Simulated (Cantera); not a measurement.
Charge: 1 mol CaO, 46 mol HCl, 4.2 mol N₂, at 1123.15 K.

These are equilibrium values from Cantera (NASA tables, ideal gas, pure condensed phases), not measurements of a reactor. Candidate condensed phases: Ca, CaCl₂, CaO, Ca(OH)₂, H₂O, NH₄Cl; 36 gas species. Condensed phases not in the tables: oxide chlorides. The numbers say what is thermodynamically allowed, not how fast it happens.

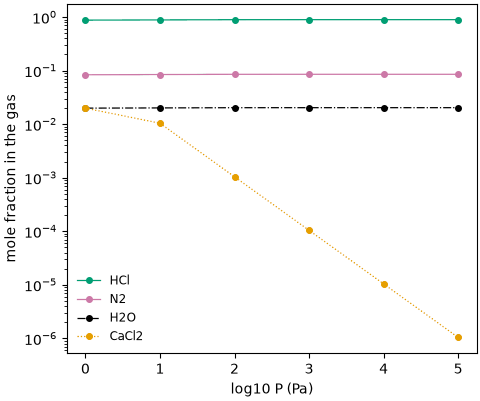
Figure. Equilibrium gas composition (values under 1e-9 drawn at 1e-9)

At 1.00 Pa nothing is condensed. From 10.0 Pa to 1.00 bar the condensed part is CaCl₂(l). The main Ca-bearing gas is CaCl₂ throughout. The share of Ca in condensed phases is highest at 1.00 bar (100.0 %) and lowest at 1.00 Pa (0.0 %).
